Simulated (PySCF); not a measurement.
## GW calculation, with input and output: CH₂AlFO

CH₂AlFO, SMILES [F][Al]1[CH2][O]1, computed with G0W0/Sapporo-DZP, RHF (PySCF 2.14.0).

The geometry was optimised with HF/pc-1.

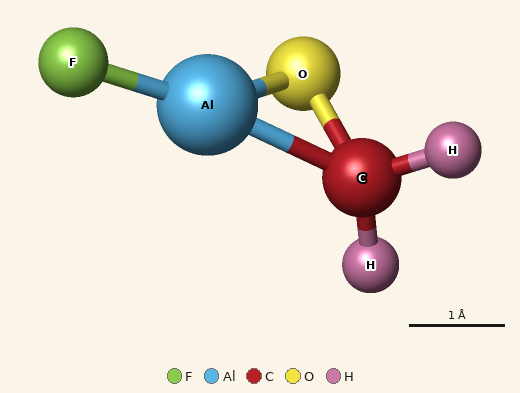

The structure (ball-and-stick view, seen at a tilt). Sticks mark near contacts. Bond lengths as drawn: Al–C 1.86 Å, Al–F 1.64 Å, Al–O 1.68 Å, C–H 1.08 Å and C–O 1.49 Å.

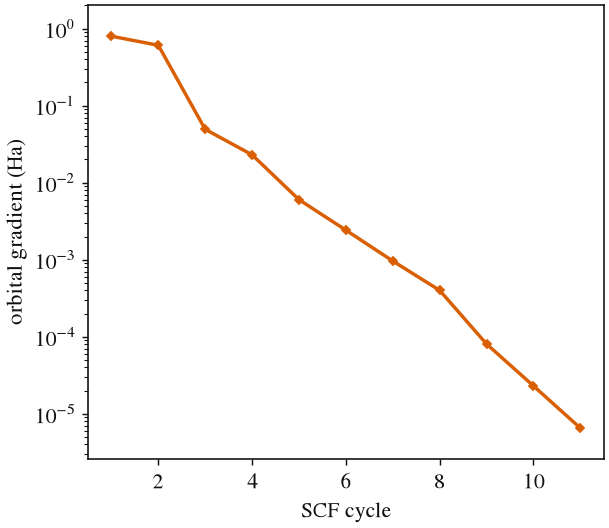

Convergence of the self-consistent field: orbital gradient against the SCF cycle. The residual falls at every step.

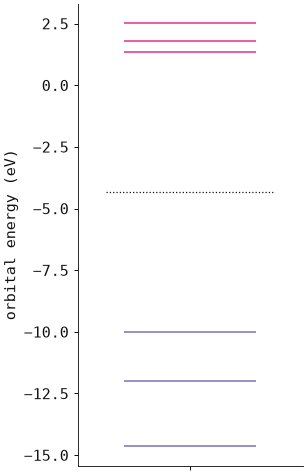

Orbital energies near the frontier; the dotted line parts filled from empty levels, and levels within 0.02 eV of each other stand side by side. Highest filled −10.01 eV, lowest empty 1.37 eV, 11.38 eV apart.

The input and output of the run follow.

Input (calc.py):
```python
from pyscf import gto, scf, gw

system = gto.M(
    atom='''
F     -0.392547    -2.590581     0.647507
Al    -0.199460    -1.024212     0.210694
C      0.329092     0.746345    -0.039599
O     -0.852976     0.182989    -0.753275
H      1.104541     1.058712    -0.727517
H      0.053450     1.562646     0.615991
''',
    max_memory=1860,
    verbose=4,
    basis='sapporo-dzp',
)

myscf = scf.RHF(system)
myscf = myscf.density_fit(auxbasis='cc-pvdz-jkfit')
myscf.kernel()

e_tot = myscf.e_tot
print('E = %.10f Eh' % e_tot)

nocc = system.nelec[0]
orbs = list(range(max(0, nocc - 3), min(system.nao, nocc + 3)))
mygw = gw.GW(myscf, freq_int='cd')
mygw.kernel()
print('orbital   mean field (eV)   quasiparticle (eV)')
for p in orbs:
    print('%4d %12.4f %12.4f' % (p + 1, myscf.mo_energy[p] * 27.211386, mygw.mo_energy[p] * 27.211386))
```

Run as:
```bash
OMP_NUM_THREADS=1 python calc.py
```

The program's output:
```
PySCF version 2.14.0

[INPUT] num. atoms = 6
[INPUT] num. electrons = 38
[INPUT] charge = 0
[INPUT] spin (= nelec alpha-beta = 2S) = 0
[INPUT] symmetry False subgroup None
[INPUT] Mole.unit = angstrom
[INPUT] Symbol           X                Y                Z      unit          X                Y                Z       unit  Magmom
[INPUT]  1 F     -0.392547000000  -2.590581000000   0.647507000000 AA   -0.741806321020  -4.895488593502   1.223610893739 Bohr   0.0
[INPUT]  2 Al    -0.199460000000  -1.024212000000   0.210694000000 AA   -0.376924772806  -1.935480173493   0.398153956089 Bohr   0.0
[INPUT]  3 C      0.329092000000   0.746345000000  -0.039599000000 AA    0.621893749785   1.410387644439  -0.074831264807 Bohr   0.0
[INPUT]  4 O     -0.852976000000   0.182989000000  -0.753275000000 AA   -1.611891030827   0.345799093808  -1.423483446482 Bohr   0.0
[INPUT]  5 H      1.104541000000   1.058712000000  -0.727517000000 AA    2.087279983353   2.000675724791  -1.374807880965 Bohr   0.0
[INPUT]  6 H      0.053450000000   1.562646000000   0.615991000000 AA    0.101005861358   2.952972969647   1.164054285197 Bohr   0.0

nuclear repulsion = 147.742776275044
number of shells = 32
number of NR pGTOs = 173
number of NR cGTOs = 70
basis = sapporo-dzp
ecp = {}

******** <class 'pyscf.df.df_jk.DFRHF'> ********
method = DFRHF
initial guess = minao
damping factor = 0
level_shift factor = 0
DIIS = <class 'pyscf.scf.diis.CDIIS'>
diis_start_cycle = 1
diis_space = 8
diis_damp = 0
SCF conv_tol = 1e-09
SCF conv_tol_grad = None
SCF max_cycles = 50
direct_scf = False
Set gradient conv threshold to 3.16228e-05
Initial guess from minao.
******** <class 'pyscf.df.df.DF'> ********
auxbasis = cc-pvdz-jkfit
init E= -455.526812894087
  HOMO = -0.268251481925441  LUMO = -0.0639968506748536  gap/eV = 5.55805
cycle= 1 E= -455.109261044357  delta_E= 0.418  |g|= 0.797  |ddm|= 2.32
  HOMO = -0.323479881955705  LUMO = 0.0303190950027092  gap/eV = 9.62736
cycle= 2 E= -455.185219909824  delta_E= -0.076  |g|= 0.608  |ddm|= 0.986
  HOMO = -0.371239327255513  LUMO = 0.0445589776170934  gap/eV = 11.31445
cycle= 3 E= -455.252545214053  delta_E= -0.0673  |g|= 0.0493  |ddm|= 0.394
  HOMO = -0.364333775354346  LUMO = 0.0507992916521505  gap/eV = 11.29635
cycle= 4 E= -455.253862877434  delta_E= -0.00132  |g|= 0.023  |ddm|= 0.0946
  HOMO = -0.367658760224632  LUMO = 0.0507136618500854  gap/eV = 11.38449
cycle= 5 E= -455.254035885013  delta_E= -0.000173  |g|= 0.00602  |ddm|= 0.0279
  HOMO = -0.367713162481736  LUMO = 0.0502970103814815  gap/eV = 11.37464
cycle= 6 E= -455.254069362371  delta_E= -3.35e-05  |g|= 0.00242  |ddm|= 0.0145
  HOMO = -0.367599125381101  LUMO = 0.05027132167936  gap/eV = 11.37083
cycle= 7 E= -455.254077372524  delta_E= -8.01e-06  |g|= 0.000962  |ddm|= 0.00772
  HOMO = -0.367788607764131  LUMO = 0.0501858098233265  gap/eV = 11.37366
cycle= 8 E= -455.254078529755  delta_E= -1.16e-06  |g|= 0.0004  |ddm|= 0.00296
  HOMO = -0.367744415908344  LUMO = 0.0501734706266497  gap/eV = 11.37212
cycle= 9 E= -455.254078694716  delta_E= -1.65e-07  |g|= 8.05e-05  |ddm|= 0.00142
  HOMO = -0.36774229994266  LUMO = 0.0501748565464211  gap/eV = 11.37211
cycle= 10 E= -455.254078699387  delta_E= -4.67e-09  |g|= 2.3e-05  |ddm|= 0.00023
  HOMO = -0.367743033002485  LUMO = 0.0501733584477018  gap/eV = 11.37208
cycle= 11 E= -455.254078699858  delta_E= -4.71e-10  |g|= 6.52e-06  |ddm|= 6.54e-05
  HOMO = -0.367743028950042  LUMO = 0.0501738589890555  gap/eV = 11.37210
Extra cycle  E= -455.254078699889  delta_E= -3.14e-11  |g|= 3.3e-06  |ddm|= 1.02e-05
converged SCF energy = -455.254078699889
E = -455.2540786999 Eh

******** <class 'pyscf.gw.gw_cd.GWCD'> ********
method = GWCD
GW nocc = 19, nvir = 51
frozen orbitals = None
off-diagonal self-energy = False
GW density matrix = False
density-fitting for exchange = False
outcore for self-energy= False
broadening parameter = 1.000e-03
number of grids = 100
analytic continuation method = pade
imaginary frequency cutoff = 5.0
Pade points = 18
Pade step ratio = 0.667
use perturbative linearized QP eqn = False
QPE max iter = 100
QPE tolerance = 1.0e-06

Computing Wmn on imaginary axis (100 points)
   0    1    2    3    4    5    6    7    8    9   10   11
  12   13   14   15   16   17   18   19   20   21   22   23
  24   25   26   27   28   29   30   31   32   33   34   35
  36   37   38   39   40   41   42   43   44   45   46   47
  48   49   50   51   52   53   54   55   56   57   58   59
  60   61   62   63   64   65   66   67   68   69   70   71
  72   73   74   75   76   77   78   79   80   81   82   83
  84   85   86   87   88   89   90   91   92   93   94   95
  96   97   98   99
orbital   mean field (eV)   quasiparticle (eV)
  17     -14.6369     -13.6501
  18     -12.0139     -10.7774
  19     -10.0068      -9.5173
  20       1.3653       0.7752
  21       1.8060       1.5031
  22       2.5102       2.2876
```

Summary:

| quantity | value |
| --- | --- |
| outcome | converged |
| total energy | −455.254079 hartree |
| basis functions | 70 |
| HOMO | −10.01 eV |
| LUMO | 1.37 eV |
| dipole moment | 1.90 D |
| hardware | 1 thread of Arm Neoverse V2, 24 GiB of memory available, shared host |
| wall time | 8.5 min |
| peak memory | 0.18 GiB |
